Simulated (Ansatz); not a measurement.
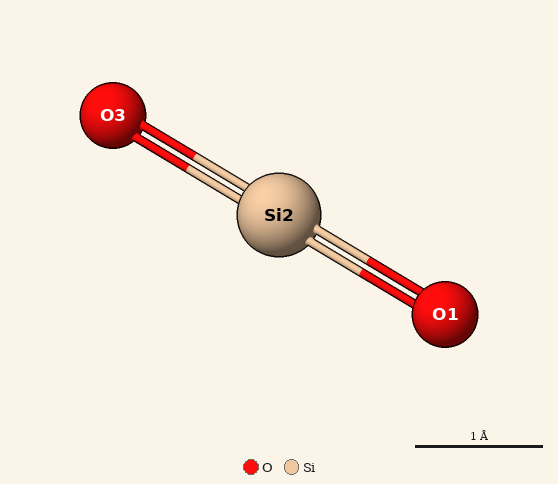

The species is neutral and a spin singlet. Geometry: a fixed input geometry, not necessarily a minimum. Basis: def2-SVP. Computed at fixed atoms with Ansatz. R, U and RO name restricted, unrestricted and restricted open-shell orbitals; core potentials come with def2 and Stuttgart sets past Kr, some runs use density fitting (about 1 meV), and each entry rests on the lowest determinant that the runs found.

```xyz
3
charge 0, multiplicity 1
O     0.0000    0.0000   -1.6610
Si    0.0000    0.0000    0.0000
O     0.0000    0.0000    1.6610
```

Give total energies (hartree) and correlation energies for R-CCSD(T) (7 frozen); U-CCSD(T) (7 frozen).

| method | energy (Eh) | correlation (mEh) |
| --- | --- | --- |
| U-CCSD(T) (7 frozen) | -438.8691 | -511.4 |
| R-CCSD(T) (7 frozen) | -438.8691 | -511.4 |
